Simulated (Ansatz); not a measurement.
Single-point calculation, with input and output: CH4O3W

- system: CH4O3W
- method: RKS PBE0-D4/def2-TZVPP (Ansatz 0.2.0)

The geometry comes from this level: PBE0-D4/def2-TZVP.

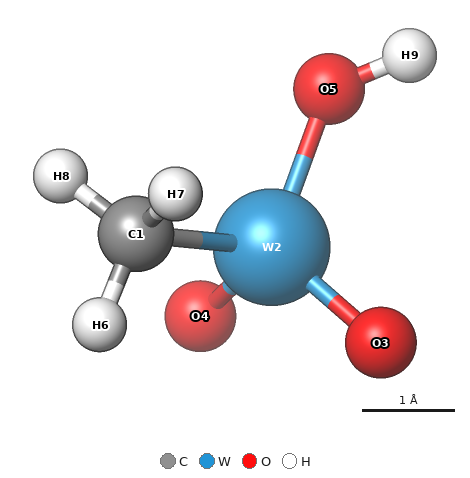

The input geometry (ball-and-stick view, seen at a tilt; atoms are numbered from 1 in the order of the input). Sticks mark near contacts.

Summary

- outcome: converged
- total energy: −9068.8359 eV
- mean-field energy: −9068.6730 eV
- dispersion energy: −0.1629 eV
- SCF solution under orbital rotations: stable
- HOMO: −8.84 eV
- LUMO: −1.88 eV
- hardware: 4 threads of Arm Neoverse V2, 23 GiB of memory available, shared host
- wall time: 2.2 s (CPU time 8.3 s)
- peak memory: 0.52 GiB

Input file
```yaml
crystal:
  periodic: [false, false, false]
  atoms:
    - {symbol: C, position_ang: [-0.922942, -0.840548, -0.546751]}
    - {symbol: W, position_ang: [0.777159, 0.208584, 0.130434]}
    - {symbol: O, position_ang: [1.437722, -0.755624, 1.369261]}
    - {symbol: O, position_ang: [1.839131, 0.243480, -1.202237]}
    - {symbol: O, position_ang: [0.261173, 1.929508, 0.684063]}
    - {symbol: H, position_ang: [-0.640282, -1.834903, -0.899320]}
    - {symbol: H, position_ang: [-1.644507, -0.949985, 0.267675]}
    - {symbol: H, position_ang: [-1.386099, -0.295410, -1.374063]}
    - {symbol: H, position_ang: [0.278645, 2.294908, 1.570938]}
basis:
  gaussian: {orbitals: def2-TZVPP}
hamiltonian: {xc: pbe0, dispersion: d4}
output: {orbitals: {seedname: orbitals}}
```

Command:
```bash
ansatz run in.yaml --threads 4 --pin off --events-out ev --progress --plain --max-ram 10444MiB
```

Log
```
Functional definition: PBE0
  name "PBE0"
  cite "Adamo & Barone, J. Chem. Phys. 110, 6158 (1999) doi:10.1063/1.478522"
  cite "Perdew, Burke & Ernzerhof, Phys. Rev. Lett. 77, 3865 (1996) doi:10.1103/PhysRevLett.77.3865"
  parent pbe
  parameter a = 0.25
  parameter kappa = 0.804
  parameter beta = 0.06672455060314922
  exchange = (1 - a)*pbe_x(kappa = kappa, mu = beta*pi^2/3) + a*exact_x
  correlation = pbe_c(beta = beta)
1269 factors; their error is unknown
mean field evaluation 1: about -9047.1845 eV, gradient 1.1e2 eV
mean field evaluation 2: about -8897.6151 eV, gradient 3.0e2 eV
mean field evaluation 4: about -9067.2878 eV, gradient 2.9e1 eV
mean field evaluation 8: about -9068.6490 eV, gradient 6.7e-1 eV
mean field evaluation 16: about -9068.6730 eV, gradient 3.6e-4 eV
mean field -9068.67298684 eV, -333.2675852991 hartree, gradient 5.4e-5 eV, S^2 0.000000; 0 other end points of the search recorded, 0 dependent functions left out
reference -9068.67301747 eV, -333.2675864248 hartree; 24, 24 occupied and 212, 212 virtual orbitals, 1269 factors
Total energy: -9068.83586813 eV, -333.2735710762 hartree
```

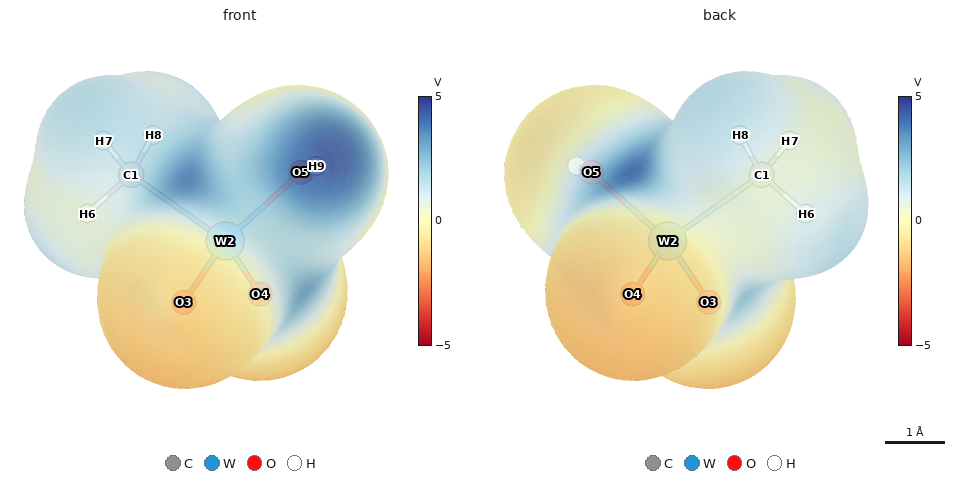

The electrostatic potential painted on the density surface at 0.004 e/bohr³, seen at a tilt and from behind; the colour scale runs from red (negative) to blue (positive).

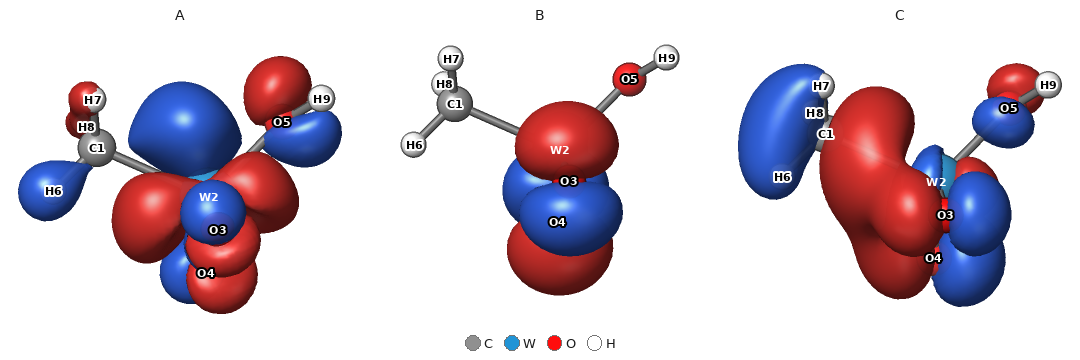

Three frontier orbitals at ±0.1 Å⁻³ᐟ² (red and blue are the two phases). C is the HOMO−1 (−9.17 eV). By Hirshfeld shares it lies mainly on C1 (30 %), O4 (25 %), W2 (20 %) and O3 (15 %). B is the HOMO (−8.84 eV). A is the LUMO (−1.88 eV). Its weight (Hirshfeld) is mainly on W2 (60 %) and O5 (10 %). The HOMO–LUMO gap is 6.96 eV between the orbital energies.

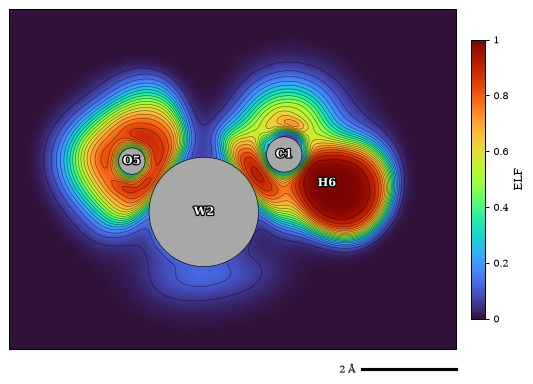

Electron localisation function on the plane of atoms W2, C1 and H6. Grey discs, where drawn, cover atomic cores. Atoms in the plane: C, W, O and H. C–W (2.11 Å): the ELF peaks at about 0.90 in the valence shell of C, 0.7 Å from its nucleus, and is about 0.55 at the midpoint. W–O (1.88 Å): the ELF peaks at about 0.85 in the valence shell of O, 0.5 Å from its nucleus, and drops to about 0.25 between the two atoms. C–H (1.09 Å): the ELF climbs to about 1 towards the hydrogen, as it does in any bond to H; a covalent bond by its length.

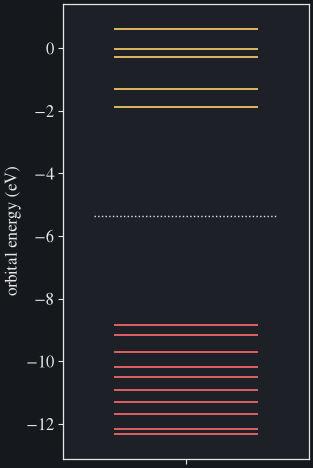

Orbital energies near the frontier; the dotted line parts filled from empty levels, and levels within 0.02 eV of each other stand side by side. Highest filled −8.84 eV, lowest empty −1.88 eV, 6.96 eV apart.
